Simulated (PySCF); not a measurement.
SMILES [Si](C[SiH](C)C)(C)(O)O (C4H14O2Si2), GFN2-xTB optimised geometry. Atoms within 1.6 Å of the plane z = 0.6 Å (x, y, z in Å): Si1 (-1.55, -1.04, 0.00), C2 (-2.22, 0.74, 0.00), C3 (-2.18, -1.95, 1.55), C4 (0.35, -1.04, 0.00), H10 (-3.30, 0.76, -0.12), H11 (-1.78, 1.30, -0.82), H12 (-1.97, 1.25, 0.92), H13 (-1.83, -2.98, 1.58), H14 (-3.26, -1.97, 1.59), H16 (0.70, -2.07, 0.03), H17 (0.70, -0.59, 0.93).

Calculation: CAM-B3LYP/def2-SVP (PySCF 2.14.0).

Map of the electron localisation function on the plane z = 0.6 Å:

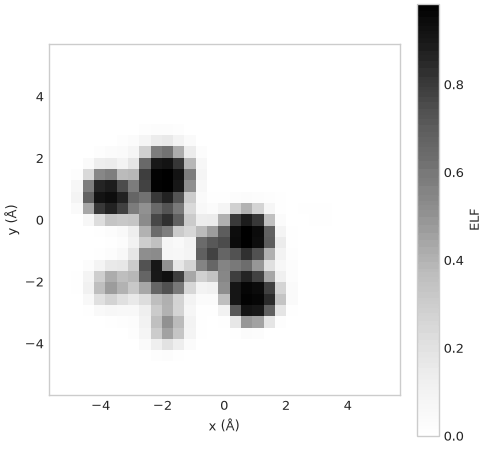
*Electron localisation function on the plane z = 0.6 Å.*
